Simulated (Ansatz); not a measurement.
Nudged elastic band, with input and output: CH5AlF2

CH5AlF2, set up with RKS PBE-D4/6-31G* (Ansatz 0.2.0).

One setting was made poor on purpose. It belongs to a series of runs on one base structure; here: an input spoilt on purpose.

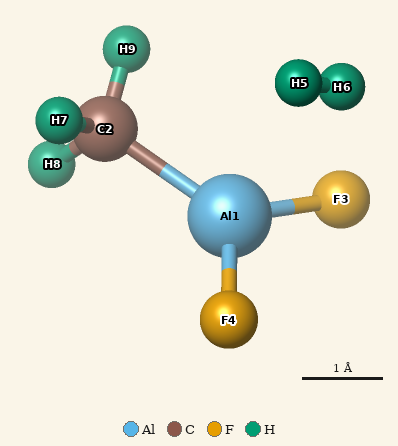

*The input geometry (ball-and-stick view, seen at a tilt; atoms are numbered from 1 in the order of the input). Sticks mark near contacts.*

Bond lengths as drawn: Al–C 1.95 Å, Al–F 1.67 Å, C–H 1.10 Å and H–H 0.76 Å.

**Input**
```yaml
crystal:
  periodic: [false, false, false]
  atoms:
    - { symbol: Al, position_ang: [-0.417009, 0.152218, -0.813691] }
    - { symbol: C, position_ang: [1.201666, 0.455883, 0.222462] }
    - { symbol: F, position_ang: [-0.70311, -1.27458, -1.636646] }
    - { symbol: F, position_ang: [-1.54963, 1.354619, -1.04946] }
    - { symbol: H, position_ang: [-1.549245, -0.8565, 1.257113] }
    - { symbol: H, position_ang: [-1.582633, -1.395799, 0.729181] }
    - { symbol: H, position_ang: [1.006666, 1.133394, 1.071076] }
    - { symbol: H, position_ang: [1.987596, 0.922195, -0.396945] }
    - { symbol: H, position_ang: [1.605701, -0.49143, 0.616812] }
basis:
  gaussian: { orbitals: "6-31G*" }
hamiltonian:
  xc: pbe
  dispersion: d4
neb:
  order_check: false
  images: 9
  f_tol: 0.05
  max_iterations: 8
  optimiser: fire
  climbing: immediate
  final_atoms:
    - { symbol: Al, position_ang: [-1.08647821, -0.34806056, -0.93815665] }
    - { symbol: C, position_ang: [0.88323645, 0.2754302, 0.81307612] }
    - { symbol: F, position_ang: [-0.1132397, -1.36263852, -1.83794907] }
    - { symbol: F, position_ang: [-1.25420931, 1.22375956, -1.47501212] }
    - { symbol: H, position_ang: [0.32996164, -0.09295148, 1.68895753] }
    - { symbol: H, position_ang: [-2.04566004, -0.92663463, 0.17623479] }
    - { symbol: H, position_ang: [1.86471514, 0.66236364, 1.12792152] }
    - { symbol: H, position_ang: [0.3433775, 1.1186504, 0.34268727] }
    - { symbol: H, position_ang: [1.07829853, -0.54991862, 0.10214261] }
  initial_path:
    images:
      - { positions_ang: [[-0.417009, 0.152218, -0.813691], [1.201666, 0.455883, 0.222462], [-0.70311, -1.27458, -1.636646], [-1.54963, 1.354619, -1.04946], [-1.549245, -0.8565, 1.257113], [-1.582633, -1.395799, 0.729181], [1.006666, 1.133394, 1.071076], [1.987596, 0.922195, -0.396945], [1.605701, -0.49143, 0.616812]] }
      - { positions_ang: [[-0.50795831, 0.10754672, -0.82791758], [1.14696486, 0.40987282, 0.27605066], [-0.70549921, -1.27067773, -1.70947113], [-1.59518432, 1.33497612, -1.07744261], [-1.30582593, -0.75761838, 1.14452168], [-1.50242938, -1.2765136, 0.77383513], [0.97335881, 1.08684161, 1.12576673], [1.91217224, 0.89015383, -0.35629109], [1.58440323, -0.52458139, 0.65085019]] }
      - { positions_ang: [[-0.59890762, 0.06287543, -0.84214416], [1.09226372, 0.36386264, 0.32963932], [-0.70788842, -1.26677545, -1.78229626], [-1.64073864, 1.31533323, -1.10542522], [-1.06240685, -0.65873677, 1.03193036], [-1.42222576, -1.1572282, 0.81848927], [0.94005162, 1.04028923, 1.18045747], [1.83674848, 0.85811266, -0.31563717], [1.56310546, -0.55773277, 0.68488839]] }
      - { positions_ang: [[-0.68985693, 0.01820415, -0.85637074], [1.03756258, 0.31785246, 0.38322799], [-0.71027762, -1.26287318, -1.85512138], [-1.68629296, 1.29569035, -1.13340782], [-0.81898778, -0.55985515, 0.91933904], [-1.34202213, -1.0379428, 0.8631434], [0.90674443, 0.99373684, 1.2351482], [1.76132473, 0.82607149, -0.27498326], [1.54180769, -0.59088416, 0.71892658]] }
      - { positions_ang: [[-0.78080624, -0.02646713, -0.87059732], [0.98286144, 0.27184228, 0.43681665], [-0.71266683, -1.25897091, -1.92794651], [-1.73184728, 1.27604746, -1.16139043], [-0.57556871, -0.46097354, 0.80674771], [-1.26181851, -0.9186574, 0.90779754], [0.87343724, 0.94718446, 1.28983893], [1.68590097, 0.79403032, -0.23432935], [1.52050992, -0.62403555, 0.75296478]] }
      - { positions_ang: [[-0.87175555, -0.07113841, -0.8848239], [0.9281603, 0.2258321, 0.49040531], [-0.71505604, -1.25506863, -2.00077164], [-1.7774016, 1.25640458, -1.18937304], [-0.33214963, -0.36209192, 0.69415639], [-1.18161489, -0.799372, 0.95245167], [0.84013005, 0.90063207, 1.34452966], [1.61047721, 0.76198915, -0.19367543], [1.49921215, -0.65718693, 0.78700297]] }
      - { positions_ang: [[-0.91470008, -0.12652284, -0.89549045], [0.91917553, 0.23575172, 0.55493947], [-0.59469277, -1.27658261, -1.96820713], [-1.67276314, 1.24987557, -1.24650085], [-0.19972738, -0.30826384, 0.89311662], [-1.35442392, -0.82482453, 0.7972083], [1.04504707, 0.85297839, 1.30120804], [1.35705727, 0.8333214, -0.08640289], [1.41502943, -0.63573327, 0.6500309]] }
      - { positions_ang: [[-0.95764462, -0.18190727, -0.906157], [0.91019076, 0.24567134, 0.61947363], [-0.4743295, -1.29809659, -1.93564261], [-1.56812468, 1.24334657, -1.30362867], [-0.06730512, -0.25443575, 1.09207685], [-1.52723295, -0.85027705, 0.64196492], [1.24996409, 0.8053247, 1.25788641], [1.10363732, 0.90465365, 0.02086965], [1.3308467, -0.61427961, 0.51305883]] }
      - { positions_ang: [[-1.00058915, -0.2372917, -0.91682355], [0.90120599, 0.25559096, 0.6840078], [-0.35396624, -1.31961056, -1.9030781], [-1.46348623, 1.23681757, -1.36075649], [0.06511713, -0.20060766, 1.29103708], [-1.70004198, -0.87572958, 0.48672154], [1.4548811, 0.75767101, 1.21456478], [0.85021738, 0.9759859, 0.12814219], [1.24666398, -0.59282594, 0.37608675]] }
      - { positions_ang: [[-1.04353368, -0.29267613, -0.9274901], [0.89222122, 0.26551058, 0.74854196], [-0.23360297, -1.34112454, -1.87051359], [-1.35884777, 1.23028856, -1.4178843], [0.19753939, -0.14677957, 1.4899973], [-1.87285101, -0.9011821, 0.33147817], [1.65979812, 0.71001733, 1.17124315], [0.59679744, 1.04731815, 0.23541473], [1.16248126, -0.57137228, 0.23911468]] }
      - { positions_ang: [[-1.08647821, -0.34806056, -0.93815665], [0.88323645, 0.2754302, 0.81307612], [-0.1132397, -1.36263852, -1.83794907], [-1.25420931, 1.22375956, -1.47501212], [0.32996164, -0.09295148, 1.68895753], [-2.04566004, -0.92663463, 0.17623479], [1.86471514, 0.66236364, 1.12792152], [0.3433775, 1.1186504, 0.34268727], [1.07829853, -0.54991862, 0.10214261]] }
  spring: -5.0
```

Run as:
```bash
ansatz run input.yaml --threads 2 --pin off --max-ram 3072MiB --backend cpu --events-out ev --progress --plain --runs-dir out
```

**The program's output**
```
Error: invalid value for `neb.spring`: must be finite and > 0; got -5 eV/Å²
```

**Outcome**

| quantity | value |
| --- | --- |
| outcome | refused by the program |
| hardware | 2 threads of Intel Xeon (Sapphire Rapids), 16 GiB of memory available, shared host |

**Diagnosis**

The program refused the input: “invalid value for `neb.spring`: must be finite and > 0; got -5 eV/Å²” A deliberately poor setting: bad input.
